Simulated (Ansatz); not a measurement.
# Geometry relaxation, with input and output: Cu18N (part 2 of 2)

Cu18N (slab, 19 atoms in the cell); DFT PBE-D3(BJ), scalar-relativistic, plane waves, PAW, PAW set soft_1, no spin polarisation (Ansatz 0.2.0); cutoff 420 eV, 2×3×1 k-mesh, Fermi–Dirac smearing of 0.05 eV. The input holds or restrains some coordinates. Forces given for the steps count only the free coordinates. It belongs to a series of runs on one base structure; here: start relaxed.

Geometry of the input (Å; fractional positions):
```
10.8300  0.0000  0.0000
0.0000  5.1053  0.0000
0.0000  0.0000  15.5527
Cu 0.0000  0.0000  0.0643
Cu 0.3333  0.0000  0.0643
Cu 0.6667  0.0000  0.0643
Cu 0.0000  0.5000  0.0643
Cu 0.3333  0.5000  0.0643
Cu 0.6667  0.5000  0.0643
Cu 0.1667  0.2500  0.1464
Cu 0.5000  0.2500  0.1464
Cu 0.8333  0.2500  0.1464
Cu 0.1667  0.7500  0.1464
Cu 0.5000  0.7500  0.1464
Cu 0.8333  0.7500  0.1464
Cu 0.0000  0.0000  0.2284
Cu 0.3333  0.0000  0.2284
Cu 0.6667  0.0000  0.2284
Cu 0.0000  0.5000  0.2284
Cu 0.3333  0.5000  0.2284
Cu 0.6667  0.5000  0.2284
N  0.7742  0.4817  0.3397
```

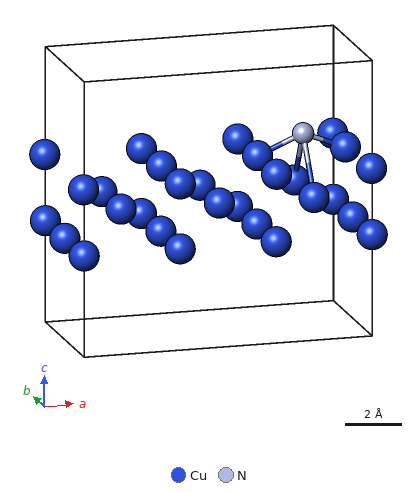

*The geometry at step 7 of the log (ball-and-stick view of the cell of the calculation, with the vacuum cut short, seen slightly off an axis).*

**Trajectory as extended XYZ (Å, eV, eV/Å), 13 frames, from step=1 to step=13**
```
19
Lattice="10.8300 0.0000 0.0000 0.0000 5.1053 0.0000 0.0000 0.0000 15.5527" Properties=species:S:1:pos:R:3:forces:R:3 step=1 energy=-119627.06280
Cu    0.0000    0.0000    1.0000   -0.0601   0.0027   0.4628
Cu    3.6100    0.0000    1.0000    0.0069  -0.0033   0.3745
Cu    7.2200    0.0000    1.0000   -0.0176   0.0063   0.4645
Cu    0.0000    2.5527    1.0000   -0.0221  -0.0023   0.3866
Cu    3.6100    2.5527    1.0000    0.0109   0.0031   0.3622
Cu    7.2200    2.5527    1.0000   -0.0394  -0.0054   0.4263
Cu    1.8050    1.2763    2.2763   -0.0411   0.0165  -0.0183
Cu    5.4150    1.2763    2.2763    0.0398   0.0126  -0.1178
Cu    9.0250    1.2763    2.2763    0.0346  -0.0478  -0.0939
Cu    1.8050    3.8290    2.2763   -0.0491  -0.0173  -0.0119
Cu    5.4150    3.8290    2.2763    0.0555  -0.0160  -0.1018
Cu    9.0250    3.8290    2.2763    0.0217   0.0512  -0.1151
Cu    0.0000    0.0000    3.5527   -0.0628   0.0077  -0.2288
Cu    3.6100    0.0000    3.5527    0.0317  -0.0021  -0.3861
Cu    7.2200    0.0000    3.5527    0.1285   0.0381   0.1649
Cu    0.0000    2.5527    3.5527   -0.5074  -0.0162   0.1762
Cu    3.6100    2.5527    3.5527    0.0459   0.0033  -0.3845
Cu    7.2200    2.5527    3.5527    1.2853  -0.0854   2.0837
N     8.3850    2.4592    5.2827   -0.8614   0.0543  -3.4431
19
Lattice="10.8300 0.0000 0.0000 0.0000 5.1053 0.0000 0.0000 0.0000 15.5527" Properties=species:S:1:pos:R:3:forces:R:3 step=2 energy=-119627.74497
Cu    0.0000    0.0000    1.0000   -0.0832   0.0044   0.4318
Cu    3.6100    0.0000    1.0000   -0.0057  -0.0041   0.3422
Cu    7.2200    0.0000    1.0000   -0.0045   0.0088   0.4324
Cu    0.0000    2.5527    1.0000   -0.0337  -0.0032   0.3772
Cu    3.6100    2.5527    1.0000    0.0026   0.0040   0.3305
Cu    7.2200    2.5527    1.0000   -0.0295  -0.0075   0.3887
Cu    1.7986    1.2781    2.2745   -0.0519   0.0230  -0.0067
Cu    5.4221    1.2769    2.2690    0.0532   0.0191  -0.0993
Cu    9.0235    1.2749    2.2680    0.0244  -0.0370  -0.0959
Cu    1.7982    3.8271    2.2749   -0.0604  -0.0240   0.0007
Cu    5.4227    3.8287    2.2698    0.0665  -0.0213  -0.0822
Cu    9.0230    3.8309    2.2673    0.0120   0.0408  -0.1209
Cu   -0.0073    0.0001    3.5403   -0.0441   0.0058  -0.2005
Cu    3.6126    0.0000    3.5280    0.0256  -0.0024  -0.3298
Cu    7.2285    0.0020    3.5606    0.1069   0.0363   0.1094
Cu   -0.0294    2.5521    3.5596   -0.5618  -0.0175   0.2082
Cu    3.6137    2.5528    3.5285    0.0485   0.0037  -0.3260
Cu    7.2309    2.5535    3.5614    1.1424  -0.0682   1.6716
N     8.4160    2.4553    5.0908   -0.6077   0.0393  -3.0334
19
Lattice="10.8300 0.0000 0.0000 0.0000 5.1053 0.0000 0.0000 0.0000 15.5527" Properties=species:S:1:pos:R:3:forces:R:3 step=3 energy=-119628.28685
Cu    0.0000    0.0000    1.0000   -0.1081   0.0061   0.3917
Cu    3.6100    0.0000    1.0000   -0.0141  -0.0052   0.3173
Cu    7.2200    0.0000    1.0000    0.0071   0.0113   0.3887
Cu    0.0000    2.5527    1.0000   -0.0453  -0.0043   0.3761
Cu    3.6100    2.5527    1.0000    0.0034   0.0050   0.3021
Cu    7.2200    2.5527    1.0000   -0.0167  -0.0097   0.3956
Cu    1.7918    1.2809    2.2751   -0.0686   0.0314   0.0094
Cu    5.4317    1.2796    2.2650    0.0838   0.0284  -0.0618
Cu    9.0235    1.2726    2.2599   -0.0024  -0.0348  -0.1379
Cu    1.7908    3.8241    2.2760   -0.0748  -0.0328   0.0152
Cu    5.4333    3.8259    2.2673    0.0922  -0.0285  -0.0457
Cu    9.0222    3.8334    2.2575   -0.0146   0.0365  -0.1530
Cu   -0.0118    0.0002    3.5269   -0.0188  -0.0007  -0.1783
Cu    3.6150   -0.0002    3.5040    0.0274  -0.0023  -0.2703
Cu    7.2383    0.0042    3.5685    0.0569   0.0179   0.0304
Cu   -0.0755    2.5509    3.5764   -0.5370  -0.0138   0.1643
Cu    3.6180    2.5530    3.5055    0.0531   0.0032  -0.2598
Cu    7.2746    2.5526    3.6149   -0.4841   0.0822  -0.4246
N     8.4136    2.4550    4.8961    1.0605  -0.0897  -0.8617
19
Lattice="10.8300 0.0000 0.0000 0.0000 5.1053 0.0000 0.0000 0.0000 15.5527" Properties=species:S:1:pos:R:3:forces:R:3 step=4 energy=-119628.66337
Cu    0.0000    0.0000    1.0000   -0.1117   0.0086   0.3216
Cu    3.6100    0.0000    1.0000   -0.0389  -0.0055   0.2660
Cu    7.2200    0.0000    1.0000    0.0138   0.0144   0.3118
Cu    0.0000    2.5527    1.0000   -0.0477  -0.0057   0.3594
Cu    3.6100    2.5527    1.0000   -0.0198   0.0059   0.2532
Cu    7.2200    2.5527    1.0000   -0.0103  -0.0119   0.2860
Cu    1.7826    1.2842    2.2758   -0.0705   0.0354   0.0220
Cu    5.4378    1.2807    2.2547    0.0592   0.0178  -0.0365
Cu    9.0182    1.2707    2.2431   -0.0188  -0.0273  -0.0945
Cu    1.7812    3.8206    2.2772   -0.0787  -0.0375   0.0308
Cu    5.4399    3.8257    2.2582    0.0647  -0.0149  -0.0202
Cu    9.0163    3.8363    2.2397   -0.0202   0.0339  -0.1263
Cu   -0.0195   -0.0002    3.5105   -0.0209  -0.0037  -0.1236
Cu    3.6175   -0.0002    3.4780    0.0138  -0.0015  -0.1985
Cu    7.2417    0.0074    3.5663    0.0459   0.0213  -0.0334
Cu   -0.1285    2.5498    3.5883   -0.7224  -0.0241   0.3304
Cu    3.6234    2.5533    3.4808    0.0467   0.0031  -0.1917
Cu    7.2536    2.5582    3.5911   -0.3428   0.0622  -0.1959
N     8.5466    2.4441    4.7545    1.2584  -0.0706  -1.1628
19
Lattice="10.8300 0.0000 0.0000 0.0000 5.1053 0.0000 0.0000 0.0000 15.5527" Properties=species:S:1:pos:R:3:forces:R:3 step=5 energy=-119629.09830
Cu    0.0000    0.0000    1.0000   -0.1135   0.0110   0.2567
Cu    3.6100    0.0000    1.0000   -0.0578  -0.0058   0.2308
Cu    7.2200    0.0000    1.0000    0.0225   0.0167   0.2432
Cu    0.0000    2.5527    1.0000   -0.0539  -0.0074   0.3481
Cu    3.6100    2.5527    1.0000   -0.0355   0.0068   0.2207
Cu    7.2200    2.5527    1.0000   -0.0058  -0.0131   0.2041
Cu    1.7739    1.2875    2.2789   -0.0711   0.0376   0.0380
Cu    5.4422    1.2818    2.2487    0.0452   0.0151  -0.0004
Cu    9.0130    1.2687    2.2307   -0.0392  -0.0236  -0.0668
Cu    1.7719    3.8169    2.2810   -0.0794  -0.0408   0.0493
Cu    5.4446    3.8256    2.2534    0.0492  -0.0107   0.0164
Cu    9.0111    3.8390    2.2254   -0.0299   0.0338  -0.1139
Cu   -0.0264   -0.0008    3.5001   -0.0048  -0.0108  -0.0839
Cu    3.6184   -0.0003    3.4602    0.0004  -0.0002  -0.1442
Cu    7.2444    0.0102    3.5610    0.0071   0.0134  -0.0950
Cu   -0.1872    2.5483    3.6093   -0.8903  -0.0354   0.4692
Cu    3.6274    2.5536    3.4640    0.0350   0.0021  -0.1405
Cu    7.2449    2.5624    3.5853   -0.2454   0.0482  -0.1207
N     8.6798    2.4360    4.6108    1.4674  -0.0368  -1.3130
19
Lattice="10.8300 0.0000 0.0000 0.0000 5.1053 0.0000 0.0000 0.0000 15.5527" Properties=species:S:1:pos:R:3:forces:R:3 step=6 energy=-119629.53922
Cu    0.0000    0.0000    1.0000   -0.1058   0.0140   0.1922
Cu    3.6100    0.0000    1.0000   -0.0695  -0.0065   0.2025
Cu    7.2200    0.0000    1.0000    0.0374   0.0179   0.1867
Cu    0.0000    2.5527    1.0000   -0.0602  -0.0100   0.3465
Cu    3.6100    2.5527    1.0000   -0.0492   0.0076   0.1931
Cu    7.2200    2.5527    1.0000   -0.0007  -0.0134   0.1314
Cu    1.7649    1.2916    2.2837   -0.0688   0.0331   0.0447
Cu    5.4461    1.2829    2.2465    0.0279   0.0041   0.0230
Cu    9.0077    1.2663    2.2227   -0.0687  -0.0374  -0.0840
Cu    1.7622    3.8124    2.2868   -0.0732  -0.0379   0.0570
Cu    5.4488    3.8250    2.2527    0.0278   0.0029   0.0356
Cu    9.0063    3.8420    2.2138   -0.0440   0.0432  -0.1253
Cu   -0.0299   -0.0019    3.4922    0.0152  -0.0239  -0.0444
Cu    3.6184   -0.0003    3.4447   -0.0223   0.0015  -0.0903
Cu    7.2456    0.0120    3.5539   -0.0588   0.0020  -0.1466
Cu   -0.2667    2.5456    3.6499   -0.4082  -0.0034   0.2936
Cu    3.6309    2.5537    3.4493    0.0150  -0.0001  -0.0845
Cu    7.2304    2.5664    3.5798    0.1653   0.0024   0.0755
N     8.8159    2.4329    4.4720    0.7405   0.0041  -1.2070
19
Lattice="10.8300 0.0000 0.0000 0.0000 5.1053 0.0000 0.0000 0.0000 15.5527" Properties=species:S:1:pos:R:3:forces:R:3 step=7 energy=-119629.68689
Cu    0.0000    0.0000    1.0000   -0.0621   0.0190   0.0910
Cu    3.6100    0.0000    1.0000   -0.0747  -0.0071   0.1788
Cu    7.2200    0.0000    1.0000    0.0166   0.0185   0.0699
Cu    0.0000    2.5527    1.0000   -0.0273  -0.0143   0.2628
Cu    3.6100    2.5527    1.0000   -0.0579   0.0087   0.1715
Cu    7.2200    2.5527    1.0000   -0.0359  -0.0119   0.0294
Cu    1.7566    1.2954    2.2885   -0.0262   0.0190   0.0184
Cu    5.4489    1.2849    2.2475   -0.0057   0.0060   0.0160
Cu    9.0056    1.2614    2.1988   -0.0311  -0.0464  -0.0672
Cu    1.7536    3.8075    2.2933   -0.0259  -0.0244   0.0295
Cu    5.4516    3.8240    2.2556   -0.0080  -0.0019   0.0229
Cu    9.0063    3.8475    2.1849   -0.0137   0.0444  -0.0955
Cu   -0.0268   -0.0045    3.4811    0.0102  -0.0178   0.0062
Cu    3.6131   -0.0001    3.4314   -0.0244   0.0019  -0.0421
Cu    7.2376    0.0120    3.5217   -0.0859  -0.0095  -0.1012
Cu   -0.2818    2.5478    3.6445    1.2464   0.1045  -0.3923
Cu    3.6319    2.5537    3.4376   -0.0127  -0.0015  -0.0302
Cu    7.2520    2.5690    3.5554    0.0625  -0.0020   0.0548
N     8.9219    2.4255    4.3087   -0.8433  -0.0850  -0.2235
19
Lattice="10.8300 0.0000 0.0000 0.0000 5.1053 0.0000 0.0000 0.0000 15.5527" Properties=species:S:1:pos:R:3:forces:R:3 step=8 energy=-119629.86967
Cu    0.0000    0.0000    1.0000   -0.0547   0.0273   0.0473
Cu    3.6100    0.0000    1.0000   -0.0547  -0.0145   0.1068
Cu    7.2200    0.0000    1.0000    0.0453   0.0272   0.0315
Cu    0.0000    2.5527    1.0000    0.0198  -0.0229   0.1724
Cu    3.6100    2.5527    1.0000   -0.0376   0.0208   0.1049
Cu    7.2200    2.5527    1.0000   -0.0418  -0.0217   0.0198
Cu    1.7804    1.2961    2.2647   -0.0603   0.0238   0.0015
Cu    5.4341    1.2874    2.2361    0.0384   0.0188   0.0036
Cu    9.0154    1.2552    2.2256   -0.0149   0.0637   0.1566
Cu    1.7759    3.8106    2.2777   -0.0649  -0.0260   0.0197
Cu    5.4367    3.8230    2.2497    0.0426  -0.0157   0.0155
Cu    9.0146    3.8508    2.1951   -0.0062  -0.0189   0.0165
Cu    0.0133    0.0057    3.4711    0.0184  -0.0122   0.0451
Cu    3.6125    0.0020    3.4309   -0.0084   0.0024  -0.0043
Cu    7.2048    0.0127    3.4919   -0.0697  -0.0115  -0.0238
Cu   -0.1613    2.5730    3.5875    0.7702   0.0696  -0.2171
Cu    3.6297    2.5549    3.4409   -0.0182  -0.0024  -0.0019
Cu    7.2542    2.5768    3.5347   -0.0698   0.0083   0.0412
N     8.9754    2.3251    4.1442   -0.4328  -0.1165  -0.5331
19
Lattice="10.8300 0.0000 0.0000 0.0000 5.1053 0.0000 0.0000 0.0000 15.5527" Properties=species:S:1:pos:R:3:forces:R:3 step=9 energy=-119630.03902
Cu    0.0000    0.0000    1.0000   -0.0613   0.0021   0.0376
Cu    3.6100    0.0000    1.0000   -0.0484  -0.0131   0.0411
Cu    7.2200    0.0000    1.0000    0.0709   0.0015   0.0144
Cu    0.0000    2.5527    1.0000    0.0746  -0.0098   0.0637
Cu    3.6100    2.5527    1.0000   -0.0340   0.0313   0.0428
Cu    7.2200    2.5527    1.0000   -0.0793  -0.0091  -0.0440
Cu    1.7892    1.2974    2.2472   -0.0278   0.0176  -0.0184
Cu    5.4256    1.2909    2.2239    0.0215   0.0217  -0.0099
Cu    9.0204    1.2416    2.2256    0.0030  -0.0120   0.1699
Cu    1.7880    3.8166    2.2613   -0.0300  -0.0193  -0.0129
Cu    5.4258    3.8272    2.2385    0.0233  -0.0205  -0.0101
Cu    9.0196    3.8471    2.2168    0.0013  -0.0394   0.1495
Cu    0.0458    0.0101    3.4738    0.0156   0.0143   0.0216
Cu    3.6105    0.0062    3.4265    0.0000   0.0074   0.0219
Cu    7.1716    0.0177    3.4796   -0.0469   0.0062  -0.0114
Cu   -0.0652    2.5865    3.5426    0.5357  -0.0064  -0.0833
Cu    3.6254    2.5583    3.4364   -0.0189  -0.0051   0.0313
Cu    7.2211    2.5910    3.5042   -0.0425  -0.0551   0.1175
N     9.0077    2.3281    3.9468   -0.3560   0.0881  -0.5240
19
Lattice="10.8300 0.0000 0.0000 0.0000 5.1053 0.0000 0.0000 0.0000 15.5527" Properties=species:S:1:pos:R:3:forces:R:3 step=10 energy=-119630.16351
Cu    0.0000    0.0000    1.0000   -0.1015  -0.0326   0.0916
Cu    3.6100    0.0000    1.0000   -0.0380  -0.0141   0.0178
Cu    7.2200    0.0000    1.0000    0.1127  -0.0329   0.0565
Cu    0.0000    2.5527    1.0000    0.0938   0.0019   0.0217
Cu    3.6100    2.5527    1.0000   -0.0283   0.0380   0.0221
Cu    7.2200    2.5527    1.0000   -0.0950   0.0022  -0.0365
Cu    1.7962    1.2981    2.2317    0.0310  -0.0189  -0.0428
Cu    5.4191    1.2943    2.2145   -0.0176   0.0054  -0.0240
Cu    9.0224    1.2214    2.2500    0.0195  -0.3777  -0.2615
Cu    1.7976    3.8196    2.2468    0.0413   0.0280  -0.0635
Cu    5.4172    3.8268    2.2294   -0.0248   0.0015  -0.0443
Cu    9.0221    3.8387    2.2692    0.0216   0.0429   0.1232
Cu    0.0745    0.0145    3.4818    0.0416   0.0167  -0.0234
Cu    3.6100    0.0094    3.4296    0.0045   0.0017  -0.0009
Cu    7.1380    0.0200    3.4769   -0.0460   0.0074  -0.0112
Cu    0.0303    2.5905    3.5209    0.0808  -0.0916   0.0749
Cu    3.6196    2.5590    3.4419   -0.0132   0.0003   0.0138
Cu    7.1756    2.5950    3.4990   -0.0098  -0.1034   0.1555
N     9.0209    2.3736    3.7607   -0.0726   0.5246  -0.0673
19
Lattice="10.8300 0.0000 0.0000 0.0000 5.1053 0.0000 0.0000 0.0000 15.5527" Properties=species:S:1:pos:R:3:forces:R:3 step=11 energy=-119630.23102
Cu    0.0000    0.0000    1.0000   -0.0522  -0.0161   0.0110
Cu    3.6100    0.0000    1.0000    0.0045  -0.0034  -0.0535
Cu    7.2200    0.0000    1.0000    0.0499  -0.0163   0.0242
Cu    0.0000    2.5527    1.0000    0.0693   0.0015   0.0743
Cu    3.6100    2.5527    1.0000    0.0062   0.0030  -0.0425
Cu    7.2200    2.5527    1.0000   -0.0725   0.0020   0.0972
Cu    1.8098    1.2912    2.2077   -0.0110   0.0096  -0.0077
Cu    5.4105    1.2912    2.2107    0.0143   0.0142  -0.0093
Cu    9.0254    1.1988    2.2509   -0.0115   0.2492   0.0784
Cu    1.8104    3.8136    2.2099   -0.0136  -0.0016  -0.0113
Cu    5.4095    3.8144    2.2131    0.0191  -0.0059  -0.0129
Cu    9.0255    3.8945    2.2683   -0.0125  -0.1975   0.0211
Cu    0.1184    0.0024    3.4678    0.0374  -0.0017   0.0344
Cu    3.6087    0.0018    3.4262    0.0003  -0.0078   0.0103
Cu    7.1030    0.0038    3.4711   -0.0363  -0.0029   0.0205
Cu    0.0673    2.5556    3.5418   -0.0652  -0.0145  -0.0611
Cu    3.6088    2.5522    3.4452    0.0022   0.0054   0.0082
Cu    7.1497    2.5574    3.5521    0.0783  -0.0171  -0.0943
N     9.0240    2.5390    3.6692   -0.0063  -0.0025  -0.0871
19
Lattice="10.8300 0.0000 0.0000 0.0000 5.1053 0.0000 0.0000 0.0000 15.5527" Properties=species:S:1:pos:R:3:forces:R:3 step=12 energy=-119630.23709
Cu    0.0000    0.0000    1.0000   -0.0772  -0.0006   0.0363
Cu    3.6100    0.0000    1.0000   -0.0002   0.0007  -0.0683
Cu    7.2200    0.0000    1.0000    0.0786  -0.0007   0.0358
Cu    0.0000    2.5527    1.0000    0.0724  -0.0008   0.0299
Cu    3.6100    2.5527    1.0000   -0.0001  -0.0003  -0.0649
Cu    7.2200    2.5527    1.0000   -0.0713  -0.0007   0.0278
Cu    1.8108    1.2920    2.2036    0.0002  -0.0003   0.0022
Cu    5.4095    1.2919    2.2032   -0.0017   0.0012   0.0035
Cu    9.0250    1.2147    2.2598    0.0008   0.0209   0.0078
Cu    1.8107    3.8135    2.2030   -0.0013   0.0008   0.0046
Cu    5.4094    3.8135    2.2025    0.0008  -0.0003   0.0061
Cu    9.0250    3.8890    2.2598    0.0007  -0.0127   0.0060
Cu    0.1295    0.0008    3.4732    0.0098  -0.0031  -0.0015
Cu    3.6102   -0.0006    3.4267    0.0003   0.0031  -0.0034
Cu    7.0902    0.0007    3.4733   -0.0090  -0.0029  -0.0012
Cu    0.0634    2.5532    3.5252   -0.0014  -0.0001  -0.0053
Cu    3.6101    2.5529    3.4445    0.0004  -0.0023  -0.0008
Cu    7.1576    2.5532    3.5245    0.0059  -0.0003  -0.0034
N     9.0260    2.5522    3.6712   -0.0078  -0.0016  -0.0126
19
Lattice="10.8300 0.0000 0.0000 0.0000 5.1053 0.0000 0.0000 0.0000 15.5527" Properties=species:S:1:pos:R:3:forces:R:3 step=13 energy=-119630.23709
Cu    0.0000    0.0000    1.0000   -0.0772  -0.0006   0.0362
Cu    3.6100    0.0000    1.0000   -0.0002   0.0007  -0.0684
Cu    7.2200    0.0000    1.0000    0.0786  -0.0008   0.0357
Cu    0.0000    2.5527    1.0000    0.0724  -0.0008   0.0300
Cu    3.6100    2.5527    1.0000   -0.0001  -0.0003  -0.0650
Cu    7.2200    2.5527    1.0000   -0.0713  -0.0007   0.0279
Cu    1.8108    1.2920    2.2036    0.0002  -0.0004   0.0023
Cu    5.4095    1.2919    2.2032   -0.0017   0.0012   0.0036
Cu    9.0250    1.2147    2.2598    0.0009   0.0206   0.0076
Cu    1.8107    3.8135    2.2030   -0.0013   0.0008   0.0047
Cu    5.4094    3.8135    2.2025    0.0007  -0.0002   0.0062
Cu    9.0250    3.8890    2.2598    0.0008  -0.0124   0.0060
Cu    0.1295    0.0008    3.4732    0.0097  -0.0031  -0.0014
Cu    3.6102   -0.0006    3.4267    0.0003   0.0031  -0.0033
Cu    7.0902    0.0007    3.4733   -0.0089  -0.0029  -0.0012
Cu    0.0634    2.5532    3.5252   -0.0011   0.0000  -0.0050
Cu    3.6101    2.5529    3.4445    0.0004  -0.0023  -0.0008
Cu    7.1576    2.5532    3.5245    0.0056  -0.0003  -0.0028
N     9.0260    2.5522    3.6712   -0.0077  -0.0016  -0.0125
```

**Summary**

| quantity | value |
| --- | --- |
| outcome | converged under the restraints of the input |
| electrons treated | 347 |
| free energy | −119630.2371 eV |
| Fermi energy | 0.864 eV |
| final volume | 859.91 Å³ |
| largest force (length of the vector) at the end, held atoms and coordinates included | 0.086 eV/Å |
| hardware | 4 threads of Arm Neoverse V1, 24 GiB of memory available, shared host |
| wall time | 5.4 min (CPU time 16 min) |
| peak memory | 2.6 GiB |

**Notes**

The cell holds an odd number of electrons but the run has no spin polarisation, so a band is left half filled.
